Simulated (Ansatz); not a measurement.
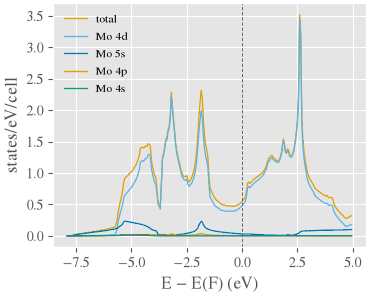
Fig. 1. Total and projected density of states of Mo (bcc (W type), Im-3m), r²SCAN+D4 in the plane-wave PAW code Ansatz

Problem. Which orbitals carry the states next to the Fermi level?

Solution. Within 0.5 eV of the Fermi level: Mo 4d 89 %, Mo 5s 5 %, outside the projected shells 5 %. Projections are on Löwdin-orthogonalised atomic valence shells; empty p or d shells of many metals are not among them.

Problem. Where is the tallest occupied peak in this window, and what makes it?

Solution. Near -1.9 eV, about 2.3 states/eV per cell; the largest projected share is Mo 4d.

The r²SCAN+D4 relaxation kept the symmetry of its start. The run is not spin-polarised. The pairwise dispersion correction was not fitted to metals. Scalar-relativistic: spin–orbit coupling is off unless named, which matters more the heavier the elements.

Potentials: the later of the program's two PAW sets.
